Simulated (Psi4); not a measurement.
**Geometry relaxation, with input and output: SnCl (part 2 of 2)**

The same run, continued: SnCl, multiplicity 2; PBE0/def2-TZVP, UKS, dispersion D4, core potentials def2 (Psi4 1.11). 

Geometry of the input (Å):
```
Sn -0.7969  0.5189  -0.3766
Cl -0.3682  -1.8045  -0.3926
```

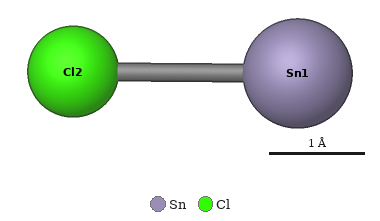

Fig. 1: The geometry at step 1 of the log (ball-and-stick view, seen on its broad side; atoms are numbered from 1 in the order of the input).

Log, continued
```
	----------------------------------------------------------------------------------------------~
	   Step    Total Energy     Delta E     Max Force     RMS Force      Max Disp      RMS Disp   ~
	----------------------------------------------------------------------------------------------~
	  Convergence Criteria     1.00e-06 *    3.00e-04 *             o    1.20e-03 *             o~
	----------------------------------------------------------------------------------------------~
	     1    -674.40258898   -6.74e+02      1.21e-03      1.21e-03 o    9.59e-03      9.59e-03 o  ~
	----------------------------------------------------------------------------------------------

Next Geometry in Ang
	Fragment 1 (Ang)

	   Sn   0.0000000000   0.0000000000   0.5360143014
	   Cl  -0.0000000000  -0.0000000000  -1.8317360550

    Structure for next step:
    Molecular point group: c1
    Full point group: C_inf_v

    Geometry (in Angstrom), charge = 0, multiplicity = 2:

    SN           0.000000000000     0.000000000000     0.534622262175
    CL          -0.000000000000    -0.000000000000    -1.833128094253

gradient() will perform analytic gradient computation.

   => Loading Basis Set <=

    Name: DEF2-TZVP
    Role: ORBITAL
    Keyword: BASIS

    !!!  WARNING: ECP capability is in beta. Please check occupations closely.  !!!

   => PBE0-D4(BJ,EEQ)ATM: Empirical Dispersion <=

        a1 =       0.400856
        a2 =       5.029288
       alp =      16.000000
        s6 =       1.000000
        s8 =       1.200655
        s9 =       1.000000
        ga =       3.000000
        gc =       2.000000
        wf =       6.000000

         ---------------------------------------------------------
                                   SCF
                              UKS Reference
                        1 Threads,   1525 MiB Core
         ---------------------------------------------------------

  ==> Geometry <==

    Molecular point group: c1
    Full point group: C_inf_v

    Geometry (in Angstrom), charge = 0, multiplicity = 2:

       Center              X                  Y                   Z               Mass
    ------------   -----------------  -----------------  -----------------  -----------------
         SN           0.000000000000     0.000000000000     0.534622262175   119.902201630000
         CL          -0.000000000000    -0.000000000000    -1.833128094253    34.968852682000

  Running in c1 symmetry.

  Rotational constants: A = ************  B =      0.11107  C =      0.11107 [cm^-1]
  Rotational constants: A = ************  B =   3329.71522  C =   3329.71522 [MHz]
  Nuclear repulsion =   83.586631611443607

  Charge       = 0
  Multiplicity = 2
  Electrons    = 39
  Nalpha       = 20
  Nbeta        = 19

  ==> Algorithm <==

  SCF Algorithm Type is DF.
  DIIS enabled.
  MOM disabled.
  Fractional occupation disabled.
  Guess Type is READ.
  Energy threshold   = 1.00e-08
  Density threshold  = 1.00e-08
  Integral threshold = 1.00e-12

  ==> Primary Basis <==

  Basis Set: DEF2-TZVP
    Blend: DEF2-TZVP
    Number of shells: 29
    Number of basis functions: 87
    Number of Cartesian functions: 101
    Spherical Harmonics?: true
    Max angular momentum: 3

  Core potential: DEF2-TZVP
    Number of shells: 4
    Number of ECP primitives: 18
    Number of ECP core electrons: 28
    Max angular momentum: 3

  ==> DFT Potential <==

   => LibXC <=

    Version 7.1.2

   => Composite Functional: PBE0-D4BJEEQATM <=

    PBE0-d4bjeeqatm Hyb-GGA Exchange-Correlation Functional

    Deriv               =              1
    GGA                 =           TRUE
    Meta                =          FALSE

    Exchange Hybrid     =           TRUE
    MP2 Hybrid          =          FALSE

   => Exchange Functionals <=

    0.7500   Perdew, Burke & Ernzerhof

   => Exact (HF) Exchange <=

    0.2500               HF

   => Correlation Functionals <=

    1.0000   Perdew, Burke & Ernzerhof

   => LibXC Density Thresholds  <==

    XC_HYB_GGA_XC_PBEH:  1.00E-15

   => Molecular Quadrature <=

    Radial Scheme          =       TREUTLER
    Pruning Scheme         =           NONE
    Nuclear Scheme         =       TREUTLER

    Blocking Scheme        =         OCTREE
    BS radius alpha        =              1
    Pruning alpha          =              1
    Radial Points          =             75
    Spherical Points       =            302
    Total Points           =          42767
    Total Blocks           =            420
    Max Points             =            256
    Max Functions          =             86
    Weights Tolerance      =       1.00E-15

   => Loading Basis Set <=

    Name: (DEF2-TZVP AUX)
    Role: JKFIT
    Keyword: DF_BASIS_SCF

   => Loading Basis Set <=

    Name: DEF2-TZVP
    Role: ORBITAL
    Keyword: BASIS

    !!!  WARNING: ECP capability is in beta. Please check occupations closely.  !!!

  Reading orbitals from file scr/psi4.default.11466.180.npy, no projection.

  ==> Integral Setup <==

  DFHelper Memory: AOs need 0.022 GiB; user supplied 1.031 GiB.
  SCF_SUBTYPE=INCORE selected. In-core MEM_DF algorithm will be used.
  Using in-core AOs.

  ==> MemDFJK: Density-Fitted J/K Matrices <==

    J tasked:                   Yes
    K tasked:                   Yes
    wK tasked:                   No
    Memory [MiB]:              1056
    Algorithm:                 Core
    Schwarz Cutoff:           1E-12
    Mask sparsity (%):       1.2948
    Fitting Condition:        1E-10

   => Auxiliary Basis Set <=

  Basis Set: (DEF2-TZVP AUX)
    Blend: DEF2-UNIVERSAL-JKFIT
    Number of shells: 84
    Number of basis functions: 346
    Number of Cartesian functions: 464
    Spherical Harmonics?: true
    Max angular momentum: 5

  Cached 100.0% of DFT collocation blocks in 0.086 [GiB].

  Minimum eigenvalue in the overlap matrix is 4.2970528860E-03.
  Reciprocal condition number of the overlap matrix is 1.1346719312E-03.
    Using symmetric orthogonalization.

  ==> Pre-Iterations <==

  SCF Guess: Orbitals guess was supplied from a previous computation.

   -------------------------------------------------------
    Irrep   Nso     Nmo     Nalpha   Nbeta   Ndocc  Nsocc
   -------------------------------------------------------
     A         87      87      20      19      19       1
   -------------------------------------------------------
    Total      87      87      20      19      19       1
   -------------------------------------------------------

  ==> Iterations <==

                           Total Energy        Delta E     RMS |[F,P]|

   @DF-UKS iter   0:  -674.40103472436647   -6.74401e+02   8.54889e-05
   @DF-UKS iter   1:  -674.40259257795981   -1.55785e-03   2.13401e-05 DIIS
   @DF-UKS iter   2:  -674.40259131674804    1.26121e-06   2.96458e-05 DIIS
   @DF-UKS iter   3:  -674.40259458253604   -3.26579e-06   2.70800e-06 DIIS
   @DF-UKS iter   4:  -674.40259459820925   -1.56732e-08   8.87509e-07 DIIS
   @DF-UKS iter   5:  -674.40259460217646   -3.96722e-09   1.11413e-07 DIIS
   @DF-UKS iter   6:  -674.40259460225218   -7.57154e-11   3.02344e-08 DIIS
   @DF-UKS iter   7:  -674.40259460226014   -7.95808e-12   1.00165e-08 DIIS
   @DF-UKS iter   8:  -674.40259460226116   -1.02318e-12   2.44194e-09 DIIS
  Energy and wave function converged.

  ==> Post-Iterations <==

   Electrons on quadrature grid:
      Nalpha   =   19.9999997497 ; deviation = -2.503e-07
      Nbeta    =   18.9999997848 ; deviation = -2.152e-07
      Ntotal   =   38.9999995344 ; deviation = -4.656e-07

   @Spin Contamination Metric:   3.793663683E-03
   @S^2 Expected:                7.500000000E-01
   @S^2 Observed:                7.537936637E-01
   @S   Expected:                5.000000000E-01
   @S   Observed:                5.000000000E-01

    Orbital Energies [Eh]
    ---------------------

    Alpha Occupied:

       1A   -101.679286     2A     -9.505436     3A     -7.235911
       4A     -7.233452     5A     -7.232777     6A     -5.168877
       7A     -3.506089     8A     -3.497956     9A     -3.496380
      10A     -1.069553    11A     -1.066085    12A     -1.064212
      13A     -1.059355    14A     -1.057233    15A     -0.811046
      16A     -0.479959    17A     -0.333768    18A     -0.331607
      19A     -0.327458    20A     -0.182314

    Alpha Virtual:

      21A     -0.115348    22A     -0.028803    23A      0.095421
      24A      0.098720    25A      0.115120    26A      0.150795
      27A      0.155463    28A      0.160974    29A      0.183685
      30A      0.189929    31A      0.225857    32A      0.378803
      33A      0.386360    34A      0.388589    35A      0.448580
      36A      0.448870    37A      0.501544    38A      0.501825
      39A      0.510122    40A      0.688813    41A      0.688847
      42A      0.711687    43A      0.712571    44A      0.732358
      45A      0.733578    46A      0.740450    47A      0.880016
      48A      0.891352    49A      0.893446    50A      1.045190
      51A      1.088834    52A      1.090523    53A      1.107475
      54A      1.109803    55A      1.267526    56A      1.779650
      57A      1.779763    58A      1.875050    59A      1.877318
      60A      1.908346    61A      2.086150    62A      2.086230
      63A      2.109341    64A      2.109343    65A      2.150154
      66A      2.155931    67A      2.202578    68A      2.246691
      69A      2.246857    70A      2.259577    71A      2.261236
      72A      2.298035    73A      2.298768    74A      2.454587
      75A      2.456976    76A      2.463167    77A      2.497329
      78A      3.199140    79A     10.766271    80A     10.767848
      81A     10.920529    82A     24.862575    83A     36.001889
      84A     36.750159    85A     36.751871    86A     36.869749
      87A    113.485779

    Beta Occupied:

       1A   -101.678909     2A     -9.505093     3A     -7.235918
       4A     -7.233390     5A     -7.231208     6A     -5.167140
       7A     -3.505953     8A     -3.497756     9A     -3.491277
      10A     -1.069039    11A     -1.065724    12A     -1.059466
      13A     -1.053733    14A     -1.052712    15A     -0.808571
      16A     -0.458060    17A     -0.331323    18A     -0.324528
      19A     -0.316514

    Beta Virtual:

      20A     -0.103659    21A     -0.075165    22A     -0.018431
      23A      0.107164    24A      0.121657    25A      0.122383
      26A      0.165278    27A      0.186988    28A      0.190751
      29A      0.194459    30A      0.211164    31A      0.233896
      32A      0.384870    33A      0.386609    34A      0.392114
      35A      0.452996    36A      0.453250    37A      0.504044
      38A      0.514097    39A      0.515909    40A      0.696935
      41A      0.720057    42A      0.745775    43A      0.745866
      44A      0.745873    45A      0.755021    46A      0.755363
      47A      0.888966    48A      0.895259    49A      0.914622
      50A      1.051210    51A      1.110572    52A      1.112547
      53A      1.113627    54A      1.130934    55A      1.275130
      56A      1.781532    57A      1.781609    58A      1.874837
      59A      1.879486    60A      1.908620    61A      2.088093
      62A      2.088096    63A      2.111831    64A      2.111838
      65A      2.150319    66A      2.159857    67A      2.204350
      68A      2.256728    69A      2.256734    70A      2.259800
      71A      2.265127    72A      2.304896    73A      2.305023
      74A      2.458572    75A      2.459261    76A      2.472893
      77A      2.500351    78A      3.205399    79A     10.766347
      80A     10.770056    81A     10.920651    82A     24.863237
      83A     36.003854    84A     36.750270    85A     36.756638
      86A     36.869934    87A    113.486504

    Final Occupation by Irrep:
              A
    DOCC [    19 ]
    SOCC [     1 ]
    NA   [    20 ]
    NB   [    19 ]

  @DF-UKS Final Energy:  -674.40259460226116

   => Energetics <=

    Nuclear Repulsion Energy =             83.5866316114436074
    One-Electron Energy =               -1178.9354452272459639
    Two-Electron Energy =                 455.9532312306816948
    DFT Exchange-Correlation Energy =     -35.0056546786263922
    Empirical Dispersion Energy =          -0.0013575385141647
    VV10 Nonlocal Energy =                  0.0000000000000000
    Total Energy =                       -674.4025946022611606

  UHF NO Occupations:
  HONO-2 :   18  A 1.9998840
  HONO-1 :   19  A 1.9984588
  HONO-0 :   20  A 1.0000000
  LUNO+0 :   21  A 0.0015412
  LUNO+1 :   22  A 0.0001160
  LUNO+2 :   23  A 0.0001032
  LUNO+3 :   24  A 0.0000840

Computation Completed

Properties will be evaluated at   0.000000,   0.000000,   0.000000 [a0]

Properties computed using the SCF density matrix

 Multipole Moments:

 ------------------------------------------------------------------------------------
     Multipole            Electronic (a.u.)      Nuclear  (a.u.)        Total (a.u.)
 ------------------------------------------------------------------------------------

 L = 1.  Multiply by 2.5417464519 to convert [e a0] to [Debye]
 Dipole X            :          0.0000000           -0.0000000            0.0000000
 Dipole Y            :         -0.0000000           -0.0000000           -0.0000000
 Dipole Z            :         37.6937929          -36.6634984            1.0302944
 Magnitude           :                                                    1.0302944

 ------------------------------------------------------------------------------------

	total time  =          1 seconds =       0.02 minutes

         ------------------------------------------------------------
                                   SCF GRAD
         ------------------------------------------------------------

  ==> Geometry <==

    Molecular point group: c1
    Full point group: C_inf_v

    Geometry (in Angstrom), charge = 0, multiplicity = 2:

       Center              X                  Y                   Z               Mass
    ------------   -----------------  -----------------  -----------------  -----------------
         SN           0.000000000000     0.000000000000     0.534622262175   119.902201630000
         CL          -0.000000000000    -0.000000000000    -1.833128094253    34.968852682000

  Nuclear repulsion =   83.586631611443607

  ==> Basis Set <==

  Basis Set: DEF2-TZVP
    Blend: DEF2-TZVP
    Number of shells: 29
    Number of basis functions: 87
    Number of Cartesian functions: 101
    Spherical Harmonics?: true
    Max angular momentum: 3

  Core potential: DEF2-TZVP
    Number of shells: 4
    Number of ECP primitives: 18
    Number of ECP core electrons: 28
    Max angular momentum: 3

  ==> DFJKGrad: Density-Fitted SCF Gradients <==

    Gradient:                    1
    J tasked:                  Yes
    K tasked:                  Yes
    wK tasked:                  No
    Integrals threads:           1
    Memory [MiB]:             1144
    Schwarz Cutoff:          1E-12
    Fitting Condition:       1E-10

   => Auxiliary Basis Set <=

  Basis Set: (DEF2-TZVP AUX)
    Blend: DEF2-UNIVERSAL-JKFIT
    Number of shells: 84
    Number of basis functions: 346
    Number of Cartesian functions: 464
    Spherical Harmonics?: true
    Max angular momentum: 5

  ==> DFT Potential <==

   => LibXC <=

    Version 7.1.2

   => Composite Functional: PBE0-D4BJEEQATM <=

    PBE0-d4bjeeqatm Hyb-GGA Exchange-Correlation Functional

    Deriv               =              1
    GGA                 =           TRUE
    Meta                =          FALSE

    Exchange Hybrid     =           TRUE
    MP2 Hybrid          =          FALSE

   => Exchange Functionals <=

    0.7500   Perdew, Burke & Ernzerhof

   => Exact (HF) Exchange <=

    0.2500               HF

   => Correlation Functionals <=

    1.0000   Perdew, Burke & Ernzerhof

   => LibXC Density Thresholds  <==

    XC_HYB_GGA_XC_PBEH:  1.00E-15

   => Molecular Quadrature <=

    Radial Scheme          =       TREUTLER
    Pruning Scheme         =           NONE
    Nuclear Scheme         =       TREUTLER

    Blocking Scheme        =         OCTREE
    BS radius alpha        =              1
    Pruning alpha          =              1
    Radial Points          =             75
    Spherical Points       =            302
    Total Points           =          42767
    Total Blocks           =            420
    Max Points             =            256
    Max Functions          =             86
    Weights Tolerance      =       1.00E-15

  -Total Gradient:
     Atom            X                  Y                   Z
    ------   -----------------  -----------------  -----------------
       1       -0.000000000009    -0.000000000002     0.000040498392
       2        0.000000000009     0.000000000002     0.000026119867

	total time  =          1 seconds =       0.02 minutes

    			-----------------------------------------

    			 OPTKING 3.0: for geometry optimizations

    			        with contributions from

    			-----------------------------------------

	                            ===> Fragment 1 <==

	 Z (Atomic Numbers)          Masses                          Geom
	      50.000000            119.902202         0.00000000  0.00000000  1.01028966
	      17.000000            34.968853         -0.00000000 -0.00000000 -3.46411005

	 - Coordinate -           - BOHR/RAD -       - ANG/DEG -
	 R(1,2)           =         4.474400           2.367750

	        --- Internal Coordinate Step in ANG or DEG, aJ/ANG or AJ/DEG ---
	-------------------------------------------------------------------------------
	           Coordinate      Previous         Force          Change          New
	           ----------      --------        ------          ------        ------
	               R(1,2)       2.36775       -0.00006       -0.00003       2.36772
	-------------------------------------------------------------------------------

	                                 ==> Convergence Check <==

	Measures of convergence in internal coordinates in au.

	Criteria marked as inactive (o), active & met (*), and active & unmet ( ).

	----------------------------------------------------------------------------------------------
	   Step    Total Energy     Delta E     Max Force     RMS Force      Max Disp      RMS Disp
	----------------------------------------------------------------------------------------------
	  Convergence Criteria     1.00e-06 *    3.00e-04 *             o    1.20e-03 *             o
	----------------------------------------------------------------------------------------------
	     2    -674.40259460   -5.62e-06      7.19e-06 *    7.19e-06 o    5.67e-05 *    5.67e-05 o  ~
	----------------------------------------------------------------------------------------------

Next Geometry in Ang
	Fragment 1 (Ang)

	   Sn   0.0000000000   0.0000000000   0.5346072484
	   Cl  -0.0000000000  -0.0000000000  -1.8331130805

    Final optimized geometry and variables:
    Molecular point group: c1
    Full point group: C_inf_v

    Geometry (in Angstrom), charge = 0, multiplicity = 2:

    SN           0.000000000000     0.000000000000     0.534622262175
    CL          -0.000000000000    -0.000000000000    -1.833128094253
```

Trajectory as extended XYZ (Å, eV, eV/Å), 2 frames, from step=0 to step=1
```
2
Properties=species:S:1:pos:R:3:forces:R:3 step=0 energy=-18351.42933
Sn   -0.7969    0.5189   -0.3766   -0.0110   0.0594   0.0004
Cl   -0.3682   -1.8045   -0.3926    0.0116  -0.0628  -0.0004
2
Properties=species:S:1:pos:R:3:forces:R:3 step=1 energy=-18351.42949
Sn   -0.7971    0.5200   -0.3766    0.0004  -0.0021   0.0000
Cl   -0.3675   -1.8084   -0.3926    0.0002  -0.0013   0.0000
```

Key numbers

| quantity | value |
| --- | --- |
| outcome | converged |
| total energy | −674.402595 hartree |
| dispersion energy | −0.001358 hartree |
| basis functions | 87 |
| ⟨S²⟩ | 0.754 |
| dipole moment | 2.62 D |
| wall time | 7.8 s |
| peak memory | 0.38 GiB |
